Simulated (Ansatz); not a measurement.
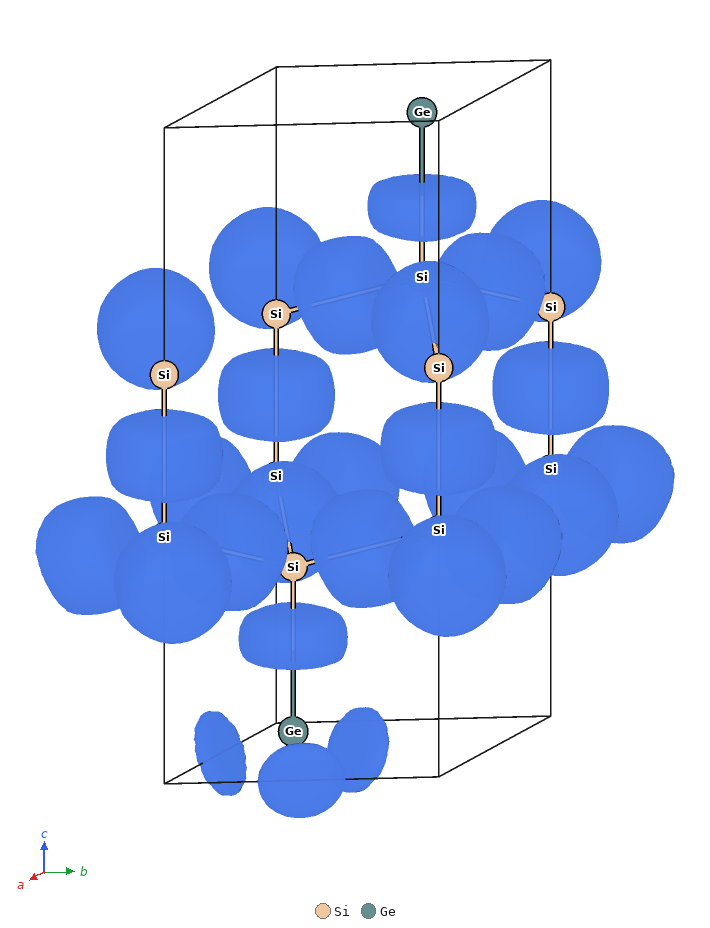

*Si₂Ge. Isosurface of the ELF at 0.7 (blue), seen slightly off an axis. Core shells and regions of very low density are left out. Sticks mark near contacts.*

Space group P-3m1; started from the ordered alloy on diamond lattice prototype, which need not be the ambient phase.

Theory: DFT, r2SCAN, plane waves, PAW (Ansatz 0.2.0).

Input

```
crystal:
  lattice:
    - [3.8994911291, 0.0, 0.0]
    - [-1.9497455645, 3.3770583796, 0.0]
    - [0.0, 0.0, 9.5539021419]
  atoms:
    - { symbol: Si, position: [0.3333333333, 0.6666666667, 0.7034775588] }
    - { symbol: Si, position: [0.0, 0.0, 0.3763791991] }
    - { symbol: Ge, position: [0.6666666667, 0.3333333333, 0.0454279632] }
    - { symbol: Si, position: [0.0, 0.0, 0.6236208009] }
    - { symbol: Si, position: [0.6666666667, 0.3333333333, 0.2965224412] }
    - { symbol: Ge, position: [0.3333333333, 0.6666666667, 0.9545720368] }
kpoints:
  mp_grid: { grid: [12, 12, 4] }
  band_path:
    path:
      - [0.0, 0.0, 0.0]
      - [0.5, 0.0, 0.0]
      - [0.3333333333, 0.3333333333, 0.0]
      - [0.0, 0.0, 0.5]
      - [0.5, 0.0, 0.5]
      - [0.3333333333, 0.3333333333, 0.5]
      - [0.0, 0.414062, 0.177083]
    npoints: 1
hamiltonian:
  xc: r2scan
scf:
  occupations: { method: fixed }
  n_extra_bands: 5
output:
  forces: true
  stress: true
  eigenvalues: true
  write_density: true
  write_potential: true
  elf: true
  volumetric_format: npy
```

Launched as:

```sh
ansatz run input.yaml --threads 4 --pin off --max-ram 6451MiB --backend cpu --events-out ev --progress --plain --runs-dir out
```

Below, planes, directions and counts refer to the conventional cell (a = 3.90 Å, b = 3.90 Å, c = 9.55 Å, α = 90.00°, β = 90.00°, γ = 120.00°).

> Identify the bonds, lone pairs and shells in this picture.

The ELF exceeds this value in three regions between bonded Ge–Ge atoms (shared pairs), two regions between bonded Ge–Si atoms (shared pairs) and seven regions between bonded Si–Si atoms (shared pairs), counted in one cell of 6 atoms. Regions shared between cells count once. Along the contacts the grid gives the following. Si–Si (2.36 Å): the ELF peaks at about 0.95 between the atoms; a covalent bond. Si–Ge (2.40 Å): the ELF peaks at about 0.95 between the atoms: localised, covalent bonding.
